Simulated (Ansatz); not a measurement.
# B3LYP/def2-TZVP run of CH4Si (SMILES C[SiH])

Aim: the electronic atomisation energy of CH4Si at B3LYP/def2-TZVP, from 4 runs. 

Program for the calculation: Ansatz 0.2.0.

44 further runs of the same task are left out: 44 set aside as unsound or not needed.

## 1. The molecule

CH4Si: 6 atoms, total charge 0, spin state singlet. SMILES: `C[SiH]`. The coordinates come from a PBE0-D4/def2-TZVP relaxation.

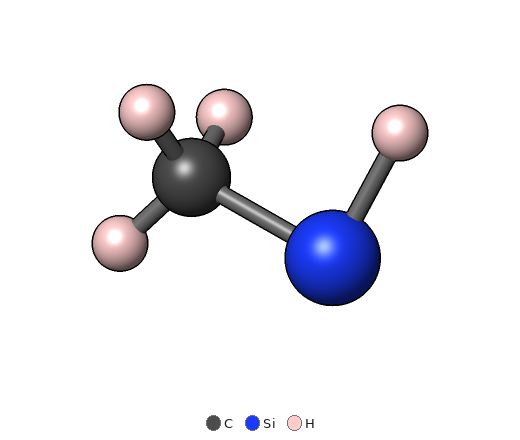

The structure, seen from a chosen angle (carbon dark grey, silicon blue, hydrogen pink).

## 2. A single-point energy at B3LYP/def2-TZVP

File in.yaml:

```yaml
crystal:
  periodic: [false, false, false]
  atoms:
    - {symbol: C, position_ang: [-0.093500, -0.366000, -0.370300]}
    - {symbol: Si, position_ang: [0.917300, 0.209800, 1.122300]}
    - {symbol: H, position_ang: [-1.156900, -0.410100, -0.102200]}
    - {symbol: H, position_ang: [0.215000, -1.335600, -0.763000]}
    - {symbol: H, position_ang: [-0.024000, 0.382000, -1.170800]}
    - {symbol: H, position_ang: [0.142200, 1.520000, 1.284000]}
basis:
  gaussian:
    orbitals: def2-TZVP
hamiltonian:
  xc: {name: B3LYP}
accuracy: high
output: {orbitals: {seedname: orbitals}}
```

Command:

```
ansatz run in.yaml --threads 1 --pin off --max-ram 3480MiB --events-out events.jsonl --progress --plain --runs-dir runs
```

What it wrote:

```text
Warning: RAYON_NUM_THREADS=1 ignored (pool sized by the plan → 1); use --threads N
Functional definition: B3LYP
  name "B3LYP"
  parameter a0 = 0.2
  parameter ax = 0.72
  parameter ac = 0.81
  exchange = (1 - a0 - ax)*slater_x + ax*b88_x + a0*exact_x
  correlation = (1 - ac)*vwn_rpa_c + ac*lyp_c
1657 factors; integrals over basis functions are off by at most 3.7e-9 eV
mean field evaluation 1: about -8972.3920 eV, gradient 5.5e1 eV
mean field evaluation 2: about -8965.4591 eV, gradient 6.9e1 eV
mean field evaluation 4: about -8979.3889 eV, gradient 1.4e0 eV
mean field evaluation 8: about -8979.3894 eV, gradient 3.3e-2 eV
mean field evaluation 16: about -8979.3894 eV, gradient 6.5e-6 eV
mean field -8979.38943263 eV, -329.9864752004 hartree, gradient 1.5e-8 eV, S^2 0.000000; 0 other end points of the search recorded, 0 dependent functions left out
reference -8979.38946723 eV, -329.9864764718 hartree; 12, 12 occupied and 80, 80 virtual orbitals, 1657 factors
Total energy: -8979.38946723 eV, -329.9864764718 hartree
```

Wall time 4.8 s (1 thread of Arm Neoverse V2, shared host); peak memory 0.22 GiB.

## 3. The C atom

File input.yaml:

```yaml
crystal:
  periodic: [false, false, false]
  atoms:
    - {symbol: C, position_ang: [0.000000, 0.000000, 0.000000]}
basis:
  gaussian:
    orbitals: def2-TZVP
magnetization:
  spin_polarized: true
  initial_magnetization: 2
accuracy: high
hamiltonian:
  xc: {name: B3LYP}
```

Command:

```
ansatz run input.yaml --threads 1 --pin off --max-ram 3480MiB --events-out events.jsonl --progress --plain --runs-dir runs
```

What it wrote (excerpt; [...] marks lines left out):

```text
Warning: RAYON_NUM_THREADS=1 ignored (pool sized by the plan → 1); use --threads N
[... 7 set-up lines as earlier in the session ...]
312 factors; integrals over basis functions are off by at most 3.1e-9 eV
mean field evaluation 1: about -1030.0656 eV, gradient 5.2e0 eV
mean field evaluation 2: about -1030.1778 eV, gradient 2.3e0 eV
mean field evaluation 4: about -1030.2084 eV, gradient 3.4e-1 eV
mean field evaluation 8: about -1030.2089 eV, gradient 8.2e-4 eV
mean field evaluation 16: about -1030.2089 eV, gradient 7.2e-9 eV
mean field -1030.20885802 eV, -37.8594772314 hartree, gradient 7.2e-9 eV, S^2 2.003703; 0 other end points of the search recorded, 0 dependent functions left out
reference -1030.20888094 eV, -37.8594780740 hartree; 4, 2 occupied and 27, 29 virtual orbitals, 312 factors
Total energy: -1030.20888094 eV, -37.8594780740 hartree
```

Run time: 0.46 s. Hardware: 1 thread of Arm Neoverse V2, shared host.

## 4. The H atom at the same level

File job.yaml:

```yaml
crystal:
  periodic: [false, false, false]
  atoms:
    - {symbol: H, position_ang: [0.000000, 0.000000, 0.000000]}
basis:
  gaussian: {orbitals: def2-TZVP}
magnetization: {spin_polarized: true, initial_magnetization: 1}
hamiltonian: {xc: {name: B3LYP}}
accuracy: high
```

Run the same way, it converges to -0.50215 Eh (log not shown).

## 5. The Si atom, same level

File in.yaml:

```yaml
crystal:
  periodic: [false, false, false]
  atoms:
    - symbol: Si
      position_ang: [0.000000, 0.000000, 0.000000]
basis:
  gaussian: {orbitals: def2-TZVP}
magnetization: {spin_polarized: true, initial_magnetization: 2}
hamiltonian: {xc: {name: B3LYP}}
accuracy: high
```

Run the same way, it converges to -289.39206 Eh (log not shown).

## 6. Outcome

At B3LYP/def2-TZVP:

| quantity | value |
| --- | --- |
| molecule: total energy | -329.98648 Eh |
| molecule: HOMO energy | -6.14 eV |
| molecule: LUMO energy | -2.73 eV |
| molecule: HOMO–LUMO gap | 3.41 eV |
| C atom: total energy | -37.85948 Eh |
| C atom: ⟨S²⟩ | 2.004 |
| H atom: total energy | -0.50215 Eh |
| H atom: ⟨S²⟩ | 0.750 |
| Si atom: total energy | -289.39206 Eh |
| Si atom: ⟨S²⟩ | 2.004 |
| electronic atomisation energy | 19.764 eV |

What this shows: Taking the molecule apart into free atoms costs 19.76 eV (456 kcal/mol), before zero-point energy and without spin-orbit coupling.
